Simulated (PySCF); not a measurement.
C₃H₅F₃

Input file:

```
{"job": {"kind": "nmr", "xc": "PBE0", "basis": "pcSseg-2"}, "charge": 0, "multiplicity": 1}
C      1.104603     0.705754     0.085472
C     -0.394475     0.474633     0.036874
C     -0.759829    -0.976680    -0.106629
F     -0.255188    -1.514423    -1.227752
F     -2.089397    -1.144117    -0.154463
F     -0.307493    -1.714414     0.919181
H      1.316603     1.771180     0.181408
H      1.588409     0.345883    -0.823710
H      1.555103     0.193654     0.936959
H     -0.850493     0.998207    -0.806387
H     -0.881859     0.832546     0.946592
```

Run with:

```sh
OMP_NUM_THREADS=1 python probes_run.py task.json out
```

Geometry: PBE0-D3(BJ)/def2-TZVP.

Computed with PySCF, PBE0/pcSseg-2, SCF density, gas phase, non-relativistic.

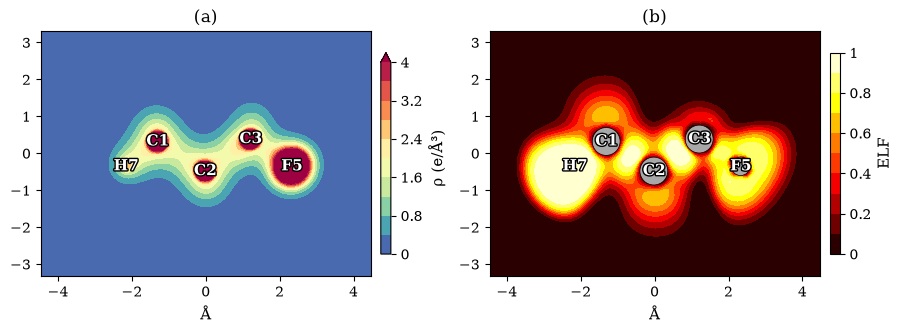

Figure 1. (a) total electron density; (b) electron localisation function on the plane of atoms C2, C3 and F5. Grey discs cover the atomic cores in the ELF map.

What does the map show?

The section cuts through C, F and H sites.
C–F (1.34 Å): ρ is about 2.4 e/Å³ halfway; the ELF peaks at about 0.85 between the atoms (a polar covalent bond).
C–C (1.50 Å): the density is about 1.8 e/Å³ at the midpoint; the ELF peaks at about 1 between the atoms; a shared electron pair.
C–H (1.09 Å): the density is about 2 e/Å³ at the midpoint; the ELF climbs to about 1 towards the hydrogen, as it does in any bond to H; a covalent bond by its length.
The ELF also peaks beside F5, away from the bonds: lone-pair regions.

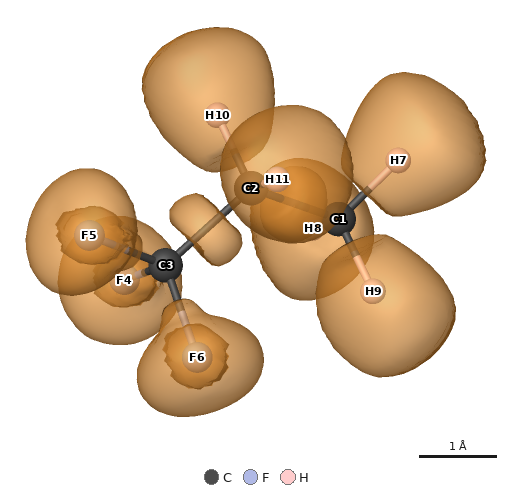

Figure 2. Isosurface of the ELF at 0.75 (orange), seen at a tilt. Only the valence region is drawn (cores and ρ < 0.01 e/Å³ removed).

Describe the localisation domains.

The surface consists of two regions between bonded C–C atoms (shared pairs), five regions around hydrogen nuclei and three regions on F in which the atom's valence shell and bonds are merged.

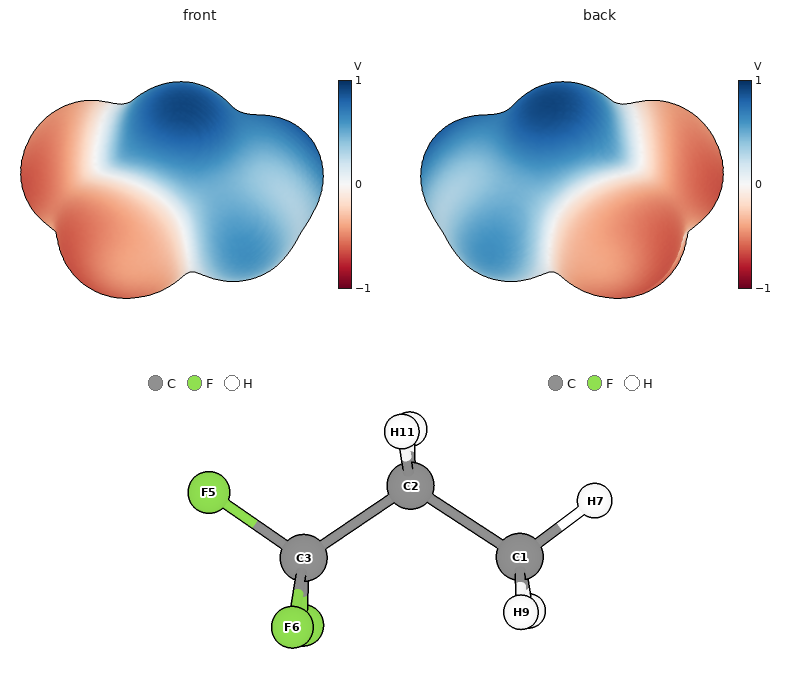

Figure 3. The electrostatic potential painted on the density surface at 0.001 e/bohr³, seen from the front and from behind; red is negative and blue positive. The bare structure is drawn below in the same view.

Which sites attract a positive test charge, and which a negative one?

A positive charge is drawn to the negative regions and a negative charge to the positive ones. The most negative region (about −0.6 V) lies over F4, F5 and F6, the most positive (about +0.9 V) over H10 and H11.

What dipole moment does the calculation give?

Its dipole moment is 2.45 D.
